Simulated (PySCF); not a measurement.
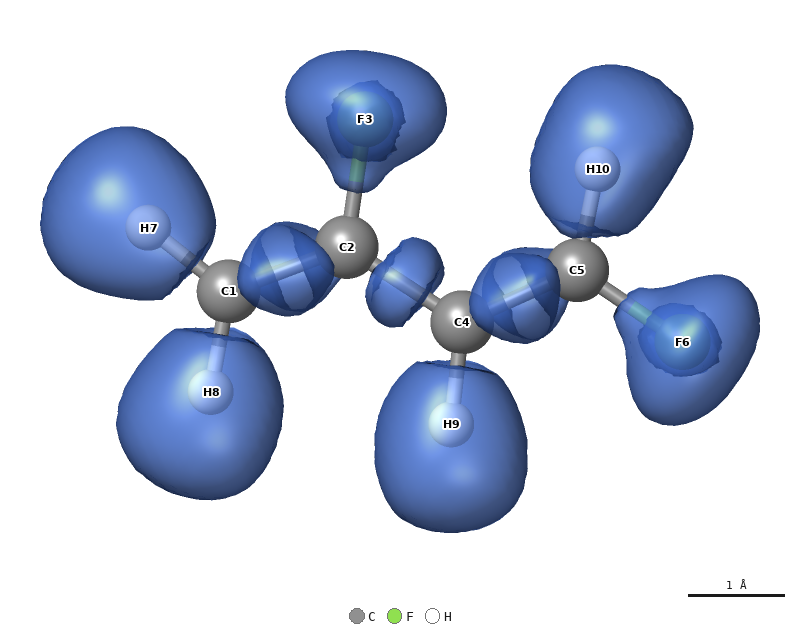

C4H4F2 (SMILES C=C(F)/C=C/F). Isosurface of the ELF at 0.75 (blue), seen across its widest extent. Core shells and regions of very low density are left out.

Geometry: GFN2-xTB.

Method: PBE0/def2-SVPD, SCF density, gas phase (PySCF 2.14.0).

```xyz
10

C    -1.7300    0.0653   -0.7336
C    -0.4293    0.2400   -0.5333
F     0.2795    0.9758   -1.4225
C     0.3488   -0.2845    0.5671
C     1.6519   -0.0609    0.6957
F     2.3475   -0.5570    1.7225
H    -2.2222    0.4974   -1.5852
H    -2.3197   -0.5118   -0.0480
H    -0.1825   -0.8773    1.2952
H     2.2648    0.5177    0.0196
```

What do the ELF domains correspond to?

The ELF exceeds this value in three regions between bonded C–C atoms (shared pairs), four regions around hydrogen nuclei and two regions on F in which the atom's valence shell and bonds are merged. Profiles from the grid: C–C (1.33 Å): the ELF peaks at about 0.95 between the atoms: a short, multiple covalent bond. C–F (1.34 Å): the ELF peaks at about 0.85 between the atoms (a polar covalent bond).
